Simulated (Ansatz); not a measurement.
```sh
ansatz run in.yaml --threads 2 --pin off --events-out ev --progress --plain --max-ram 4352MiB
```

```yaml
crystal:
  periodic: [false, false, false]
  atoms:
    - {symbol: C, position_ang: [0.683905, -0.051130, -0.260167]}
    - {symbol: N, position_ang: [-0.383247, 0.825203, -0.910241]}
    - {symbol: Si, position_ang: [-0.220725, -1.078284, 1.005145]}
    - {symbol: H, position_ang: [-1.270498, 0.303649, -0.732483]}
    - {symbol: H, position_ang: [-0.245656, 0.945762, -1.909803]}
    - {symbol: H, position_ang: [-0.526539, 1.765015, -0.497085]}
    - {symbol: H, position_ang: [1.454037, 0.638474, 0.102812]}
    - {symbol: H, position_ang: [0.185049, -2.544032, 0.848099]}
    - {symbol: H, position_ang: [0.419103, -0.864925, 2.390432]}
basis:
  gaussian: {orbitals: "def2-TZVPPD.json"}
total_charge: -1
hamiltonian: {xc: {name: B3LYP}, dispersion: d4}
```

Work out the structure from the coordinates.

Formula CH6NSi(-). The point group is C1. Coordination: 1 C trigonal pyramidal; 1 N tetrahedral; 1 Si trigonal pyramidal.

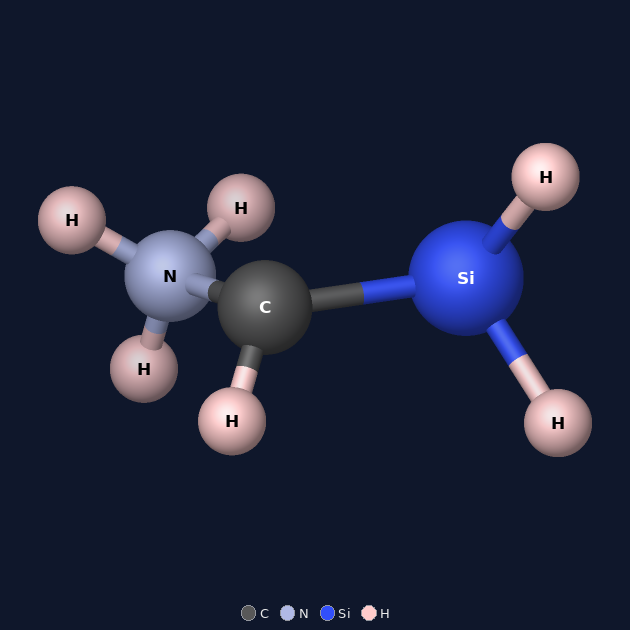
